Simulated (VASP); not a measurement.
Band structure of Ga (alpha). Computed with r2SCAN meta-GGA, VASP's PBE PAW potentials (set 64) (plane waves; VASP 6.6.1).

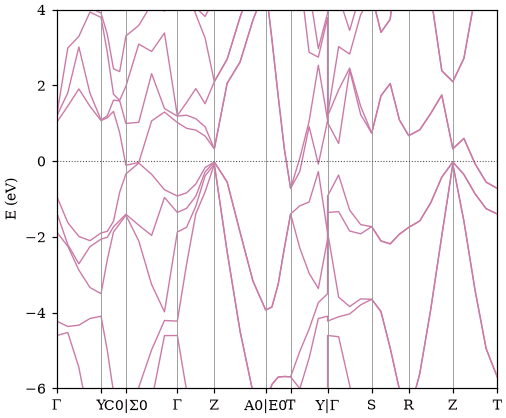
*Bands along high-symmetry lines, zero at the valence-band maximum or, without a gap, the Fermi level*

Task: Read the plot: is there a gap, and where are the band edges?

Result: It has no gap at this level: it comes out as a metal or semimetal.

The compound is Ga in the alpha structure. It was relaxed first.
